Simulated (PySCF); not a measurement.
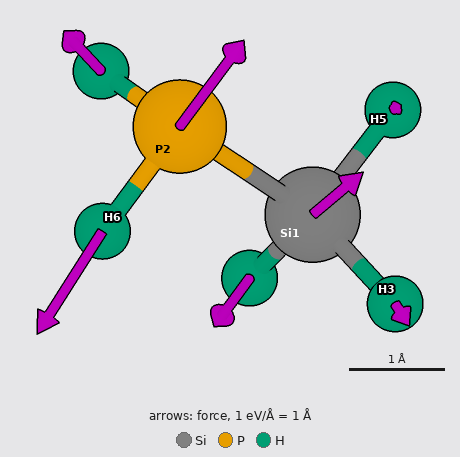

Starting geometry of SiH3PH2 with the computed forces as purple arrows. Style: ball-and-stick. Shown at a tilt.

The start comes from GFN2-xTB. Its atoms were then displaced at random by about 0.01 Å.

All numbers below come from PBE0-D3(BJ)/def2-SVP geometry optimisation, gas phase in PySCF 2.14.0, density-fitted response routines. 

> What follows when this structure is relaxed?

It isn't relaxed: the largest force vector, on the P atom, is 1.53 eV/Å. The final displacements follow the starting forces only in part (cosine between the two patterns 0.78). The energy falls by 9.95 kJ/mol in 3 geometry steps. The largest moves after the best rigid fit, 0.056 Å, are those of P and H atoms. By element the largest moves are H 0.056 Å, P 0.055 Å, Si 0.023 Å. Among the contacts that change: H–P 1.374 → 1.429 Å, P–Si 2.213 → 2.266 Å, H–Si 1.445 → 1.495 Å, H–Si 1.477 → 1.494 Å. Among the angles between lasting bonds that change: Si–P–H 96.1° → 93.7°. Cost: 3.4 s on 1 thread of AMD EPYC 7B13, on a shared host.
